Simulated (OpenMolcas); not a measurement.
# HS (SMILES [SH]) at 6 levels

We compute a comparison of 6 runs (ROHF/pcseg-0, UHF/pcseg-0, UPBE0/pcseg-0, USVWN5/pcseg-0, ROMP2/pcseg-0, ROCCSD(T)/pcseg-0) of HS. 

The calculation is run with OpenMolcas 26.06.

### 1 Starting point

HS has 2 atoms, charge 0, and is taken as a doublet. SMILES: `[SH]`. The S1–H2 distance was set to 1.995 Å, away from the relaxed value.

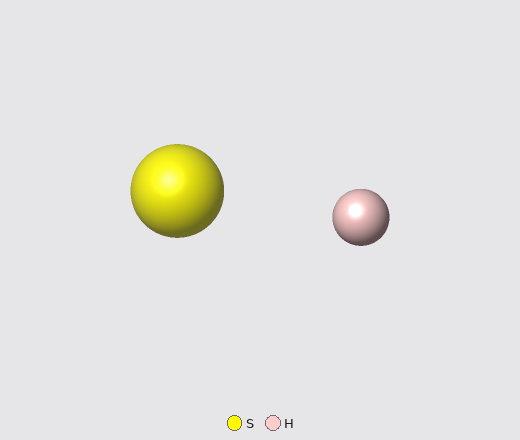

The structure, seen from a chosen angle (sulfur yellow, hydrogen pink).

### 2 A single-point energy at ROHF/pcseg-0 (run 1)

step1.input reads:

```
>>> EXPORT MOLCAS_PRINT=2

&GATEWAY
 BASLIB=$CurrDir
 COORD
 2
 angstrom
 S        1.136061      -0.371353       0.584201
 H       -0.568010       0.185670      -0.292090
 BASIS=pcseg-0
 GROUP=NoSym

&SEWARD

&SCF
 UHF
 SPIN=2
 PRORBITALS=1 1

&RASSCF
 FILEORB=$Project.UnaOrb
 SPIN=2
 NACTEL=1 0 0
 INACTIVE=8
 RAS2=1
 OUTORBITALS=Canonical
 ORBLISTING=Nothing
```

The basis set pcseg-0 is read from a file made from the Basis Set Exchange's data (not shown).

Started as:

```bash
export MOLCAS_MEM=1860
pymolcas step1.input > step1.log
```

The log of the run:

```text
--- Start Module: gateway ---
[...]
--- Stop Module: gateway /rc=_RC_ALL_IS_WELL_ ---
[...]
      Basis functions           15
[...]
--- Start Module: scf ---
[...]
       Convergence after  28 Iterations
[...]
::    Total SCF energy                               -397.5207808297
[...]
      Total spin, S                                     0.7405982591
[...]
--- Stop Module: scf /rc=_RC_ALL_IS_WELL_ ---
--- Start Module: rasscf ---
[...]
      Number of active orbitals                  1
[...]
      Spin quantum number                      0.5
[...]
      Active orbitals                            1
[...]
      Number of CSFs                             1
[...]
      Number of root(s) required                 1
[...]
      Convergence after  9 iterations
[...]
      printout of CI-coefficients larger than  0.05 for root  1
      energy=    -397.501096
      conf/sym  1     Coeff  Weight
             1  u   1.00000 1.00000
      Natural orbitals and occupation numbers for root  1
      sym 1:   1.000000
      ************************************************************************************************************************
      *                                                    Final results                                                     *
[...]
::    RASSCF root number  1 Total energy:   -397.50109601
[...]
      Total electronic charge=   17.000000
      Total            charge=   -0.000000
[...]
      Dipole Moment (debye):
      Origin of the operator (angstrom)=    1.0840   -0.3543    0.5574
                   X= -7.1344E-01               Y=  2.3321E-01               Z= -3.6687E-01           Total=  8.3545E-01
      Quadrupole Moment (debye*angstrom):
[...]
--- Stop Module: rasscf /rc=_RC_ALL_IS_WELL_ ---
[...]
```

Wall time 2.2 s (1 thread of Arm Neoverse V2, shared host); peak memory 0.37 GiB.

### 3 The energy at UHF/pcseg-0 (run 2)

calc.inp reads:

```
* HS Hartree-Fock

&GATEWAY
 BasLib
 $CurrDir
 Coord
 2
 angstrom
 S        1.136061      -0.371353       0.584201
 H       -0.568010       0.185670      -0.292090
 Basis
 pcseg-0
 Group
 NoSym

&SEWARD

&SCF
 UHF
 Spin
 2
 Thresholds
 1e-10 1e-07 1e-07 1e-05
 PrOrbitals
 1 1
```

The basis set pcseg-0 is read from a file made from the Basis Set Exchange's data (not shown).

Started as:

```bash
export MOLCAS_MEM=1860
pymolcas calc.inp > calc.log
```

The log of the run:

```text
--- Start Module: gateway ---
[...]
--- Stop Module: gateway /rc=_RC_ALL_IS_WELL_ ---
--- Start Module: seward ---
[...]
      Basis functions           15
--- Stop Module: seward /rc=_RC_ALL_IS_WELL_ ---
--- Start Module: scf ---
[...]
       Convergence after  30 Iterations
[...]
::    Total SCF energy                               -397.5207808297
[...]
      Total spin, S                                     0.7405981484
[...]
      Total electronic charge=   17.000000
      Total            charge=   -0.000000
[...]
      Dipole Moment (debye):
      Origin of the operator (angstrom)=    1.0840   -0.3543    0.5574
                   X= -4.1228E-01               Y=  1.3476E-01               Z= -2.1201E-01           Total=  4.8278E-01
      Quadrupole Moment (debye*angstrom):
[...]
--- Stop Module: scf /rc=_RC_ALL_IS_WELL_ ---
[...]
```

Wall time 1.7 s (1 thread of Arm Neoverse V2, shared host); peak memory 0.37 GiB.

Runs 3 to 4 aren't shown in full; the table further down has their settings and results.

### 4 The energy at ROMP2/pcseg-0 (run 5)

calc.input reads:

```
* HS ROMP2
>>> EXPORT MOLCAS_PRINT=2

&GATEWAY
  BasLib=$CurrDir
  Coord
  2
  angstrom
  S        1.136061      -0.371353       0.584201
  H       -0.568010       0.185670      -0.292090
  Basis=pcseg-0
  Group=NoSym

&SEWARD

&SCF
  UHF
  Spin=2
  Thresholds=1e-10 1e-07 1e-07 1e-05
  PrOrbitals=1 1

&RASSCF
  FileOrb=$Project.UnaOrb
  Spin=2
  Nactel=1 0 0
  Inactive=8
  Ras2=1
  OutOrbitals=Canonical
  OrbListing=Nothing

&CASPT2
  IPEA=0.0
  Frozen=5
```

The basis set pcseg-0 is read from a file made from the Basis Set Exchange's data (not shown).

Started as:

```bash
export MOLCAS_MEM=1860
pymolcas calc.input > calc.log
```

The log of the run:

```text
--- Start Module: gateway ---
[...]
--- Stop Module: gateway /rc=_RC_ALL_IS_WELL_ ---
[...]
      Basis functions           15
[...]
       Convergence after  30 Iterations
[...]
::    Total SCF energy                               -397.5207808297
[...]
      Total spin, S                                     0.7405981484
[...]
--- Start Module: rasscf ---
[...]
      Number of active orbitals                  1
[...]
      Spin quantum number                      0.5
[...]
      Active orbitals                            1
[...]
      Number of CSFs                             1
[...]
      Number of root(s) required                 1
[...]
      Convergence after  9 iterations
[...]
      printout of CI-coefficients larger than  0.05 for root  1
      energy=    -397.501096
      conf/sym  1     Coeff  Weight
             1  u   1.00000 1.00000
      Natural orbitals and occupation numbers for root  1
      sym 1:   1.000000
      ************************************************************************************************************************
      *                                                    Final results                                                     *
[...]
::    RASSCF root number  1 Total energy:   -397.50109601
[...]
      Total electronic charge=   17.000000
      Total            charge=   -0.000000
[...]
      Dipole Moment (debye):
      Origin of the operator (angstrom)=    1.0840   -0.3543    0.5574
                   X= -7.1344E-01               Y=  2.3321E-01               Z= -3.6687E-01           Total=  8.3545E-01
      Quadrupole Moment (debye*angstrom):
[...]
--- Stop Module: rasscf /rc=_RC_ALL_IS_WELL_ ---
--- Start Module: caspt2 ---
[...]
      E2 (Variational):          -0.0537263334
      Total energy:            -397.5548223456
[...]
      Reference weight:           0.96564
[...]
::    CASPT2 Root  1     Total energy:   -397.55482235
[...]
```

Run time: 2.3 s. Hardware: 1 thread of Arm Neoverse V2, shared host; peak memory 0.37 GiB.

### 5 A single-point energy at ROCCSD(T)/pcseg-0 (run 6)

calc.inp reads:

```
* HS CCSD(T)
&GATEWAY
BASLIB
$CurrDir
COORD
2
angstrom
S        1.136061      -0.371353       0.584201
H       -0.568010       0.185670      -0.292090
BASIS
pcseg-0
GROUP
NoSym
&SEWARD
&SCF
UHF
SPIN
2
THRESHOLDS
1e-10 1e-07 1e-07 1e-05
PRORBITALS
1 1
&RASSCF
FILEORB
$Project.UnaOrb
SPIN
2
NACTEL
1 0 0
INACTIVE
8
RAS2
1
OUTORBITALS
Canonical
ORBLISTING
Nothing
&MOTRA
JOBIPH
FROZEN
5
&CCSDT
CCT
TRIPLES
3
ITERATIONS
80
ACCURACY
1e-08
EXTRAPOLATION
5 4
```

The basis set pcseg-0 is read from a file made from the Basis Set Exchange's data (not shown).

Started as:

```bash
export MOLCAS_MEM=1860
pymolcas calc.inp > calc.log
```

The log of the run:

```text
--- Start Module: gateway ---
[...]
--- Stop Module: gateway /rc=_RC_ALL_IS_WELL_ ---
[...]
      Basis functions           15
[...]
       Convergence after  30 Iterations
[...]
::    Total SCF energy                               -397.5207808297
[...]
      Total spin, S                                     0.7405981484
[...]
      Number of active orbitals                  1
[...]
      Spin quantum number                      0.5
[...]
      Active orbitals                            1
[...]
      Number of CSFs                             1
[...]
      Number of root(s) required                 1
[...]
      Convergence after  9 iterations
[...]
      printout of CI-coefficients larger than  0.05 for root  1
      energy=    -397.501096
      conf/sym  1     Coeff  Weight
             1  u   1.00000 1.00000
      Natural orbitals and occupation numbers for root  1
      sym 1:   1.000000
      ************************************************************************************************************************
      *                                                    Final results                                                     *
[...]
::    RASSCF root number  1 Total energy:   -397.50109601
[...]
      Total electronic charge=   17.000000
      Total            charge=   -0.000000
[...]
      Dipole Moment (debye):
      Origin of the operator (angstrom)=    1.0840   -0.3543    0.5574
                   X= -7.1344E-01               Y=  2.3321E-01               Z= -3.6687E-01           Total=  8.3545E-01
      Quadrupole Moment (debye*angstrom):
[...]
--- Start Module: motra ---
[...]
--- Start Module: ccsdt ---
[...]
      Convergence after                    21  Iterations
      Total energy (diff) :    -397.57715508      -0.00000000
[...]
 METHOD                       : CCSD+T(CCSD)+<T3(1)WT1>+<T3(1)UT2> = CCSD(T)
[...]
       CCSD     =      -397.5771550845534
[...]
```

Wall time 2.4 s (1 thread of Arm Neoverse V2, shared host); peak memory 0.37 GiB.

### 6 Overview of the runs

```csv
run,level,SCF convergence threshold,integration grid,frozen core orbitals,energy (Eh),dipole moment (D),wall time
1,ROHF/pcseg-0,–,–,–,-397.501096,0.84,2.2 s
2,UHF/pcseg-0,1e-10,–,–,-397.520781,0.48,1.7 s
3,UPBE0/pcseg-0,1e-10,UltraFine,–,-398.053458,0.92,2.9 s
4,USVWN5/pcseg-0,1e-10,UltraFine,–,-396.827506,0.98,2.5 s
5,ROMP2/pcseg-0,1e-10,–,5,-397.554822,–,2.3 s
6,ROCCSD(T)/pcseg-0,1e-10,–,5,-397.578185,–,2.4 s
```

### 7 Outcome

| quantity | value |
| --- | --- |
| run 6: total energy | -397.57819 Eh |
| run 6: (T) correction | -1.03 mEh |

Among the runs that give it from their own density at one geometry, the dipole moment runs from 0.48 D (UHF/pcseg-0) to 0.98 D (USVWN5/pcseg-0). Totals of different functionals can't be ranked against each other. Spin contamination of the reference: run 2 ⟨S²⟩ = 1.29. All runs together took 14 s, the longest 2.9 s.
